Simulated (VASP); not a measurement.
Consider the following.

```
CELL_PARAMETERS angstrom
      4.76679     0.00000     0.00000
     -2.38340     4.12816     0.00000
      0.00000     0.00000     6.56760
ATOMIC_POSITIONS crystal
  Nb 0.50000 0.00000 0.00000
  Nb 0.50000 0.50000 0.33333
  Nb 0.00000 0.50000 0.66667
  Si 0.15962 0.31923 0.00000
  Si 0.84038 0.15962 0.33333
  Si 0.68077 0.84038 0.66667
  Si 0.84038 0.68077 0.00000
  Si 0.15962 0.84038 0.33333
  Si 0.31923 0.15962 0.66667
```

The numbers are results of PBEsol GGA, VASP's PBE PAW potentials (set 64) (plane waves; VASP 6.6.1), not measurements. Numerical set-up: 400 eV cut-off, 10×10×6 Γ-centred mesh, tetrahedra with Blöchl corrections, potentials Nb_sv Si.

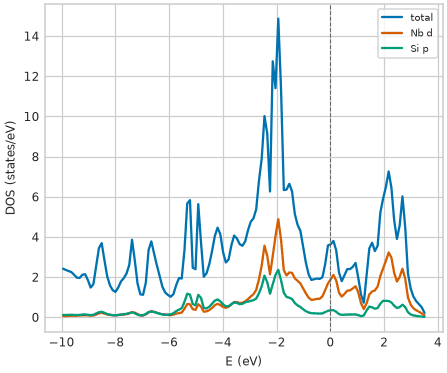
Total and projected density of states, zero at the Fermi level

Within 2 eV below the Fermi level the largest weight inside VASP's projection spheres is Nb d, then Si p.

It has no gap at this level: it comes out as a metal or semimetal.

The structure was generated: NbSi2 was put into the CrSi2 type (P6_222), a phase also known from measurement. It was relaxed first. The electron count is odd and the run is not spin-polarised, which forces a metal.
